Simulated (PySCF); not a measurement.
Vertical excitations of a molecule C2H8BN from TDDFT-B3LYP/def2-SVPD in PySCF 2.14.0, as energy in eV (oscillator strength): 6.89 (0.022), 7.41 (0.042), 7.64 (0.000), 8.22 (0.015), 8.24 (0.000), 8.25 (0.195), 8.54 (0.147), 8.66 (0.009), 8.85 (0.054), 8.98 (0.000). Lowest triplet (TDA): 6.52 eV. Coordinates come from a TPSSh-D3(BJ)/def2-SVP optimisation. Other conformers were not sampled.

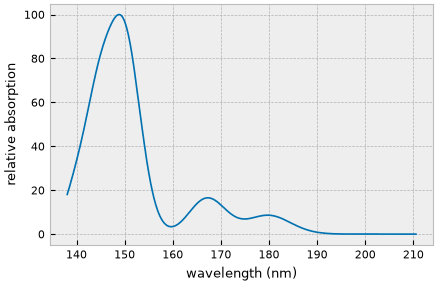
Fig. 1. The lines broadened by 0.4 eV.

Q: Identify the compound among the candidates.
(A) CB(C)N
(B) CCBN
(C) BN(C)C
(D) CBNC

A: A, CB(C)N
